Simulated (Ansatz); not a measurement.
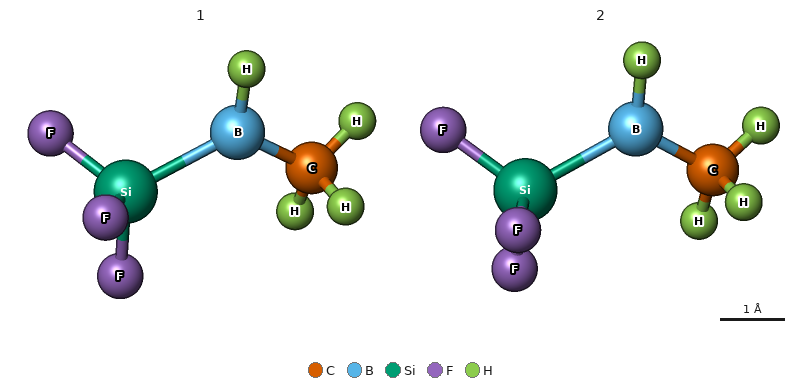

Two geometries of CH4BF3Si, drawn at one scale. One is the start of a relaxation, the other its converged end. Style: ball-and-stick. Shown at a tilt.

Theory: RKS PBE0-D4/def2-TZVP (Ansatz 0.2.0). Set-up: force threshold 0.005 eV/Å; at most 150 steps.

Which one is relaxed?

Structure 1 is the relaxed one. The start comes from PBE-D4/def2-SVP. After 15 accepted moves (16 points after the start) the energy has fallen by 11.7 kJ/mol. Largest force component: 1.3 eV/Å at the start, 0.0046 eV/Å at the end. The line search rejected the trial step at point 10 of the run. The largest moves after the best rigid fit, 0.28 Å, are those of F atoms. Largest moves by element: F 0.28 Å, H 0.24 Å, B 0.11 Å, C 0.05 Å, Si 0.04 Å. Near-neighbour distances that change, for instance: F–Si 1.629 → 1.586 Å, B–H 1.218 → 1.198 Å, C–H 1.126 → 1.108 Å, C–H 1.108 → 1.091 Å. Bond angles that change, for instance: B–Si–F 113.4° → 111.4°. The run took roughly 4 core-minutes on a shared host.
